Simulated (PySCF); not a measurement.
# C7H7ClS (3-chlorothioanisole): the cost of one run

Computed with PySCF 2.14.0 and routines of our own; the level stands in each step. Atoms count from 0.

## 1. The starting structure

16 atoms, charge 0, multiplicity 1; geometry from: GFN2-xTB.

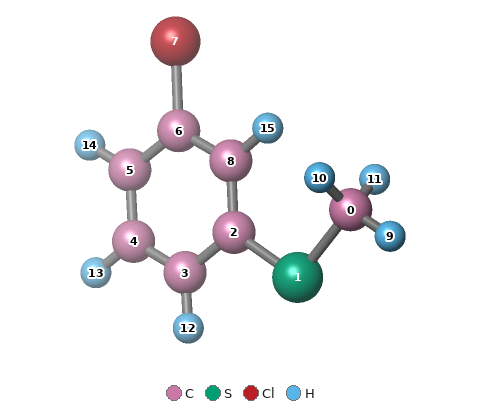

The starting geometry (carbon pink, sulfur teal, chlorine red, hydrogen blue).

## 2. Optimising the geometry at PBE0-D3(BJ)/def2-SVP

Job settings and geometry (Å):

```
{"job": {"xc": "PBE0", "basis": "def2-SVP", "d3": "d3bj", "grid": 2, "kind": "geom"}, "charge": 0, "multiplicity": 1}
C     -2.820077    -0.704986    -0.536047
S     -1.961134     0.886881    -0.686701
C     -0.306015     0.531797    -0.193993
C      0.588854     1.600905    -0.206947
C      1.903739     1.407110     0.161281
C      2.352946     0.152839     0.546103
C      1.454936    -0.899550     0.553892
Cl     1.989506    -2.477121     1.024097
C      0.128950    -0.728612     0.190418
H     -3.847599    -0.509298    -0.827520
H     -2.788335    -1.048620     0.493587
H     -2.378587    -1.431912    -1.211406
H      0.237607     2.574598    -0.511160
H      2.591492     2.238488     0.148737
H      3.379730    -0.006075     0.832967
H     -0.533611    -1.577500     0.211281
```

Command:

```bash
$ OMP_NUM_THREADS=1 python excited_run.py task.json out
```

This one command runs all jobs of the session in turn.

**Question.** How long does this first job take on 1 thread of Intel Xeon Platinum 8488C, shared host, and how much memory does it need?

About 67 s, with a peak of 0.8 GiB.
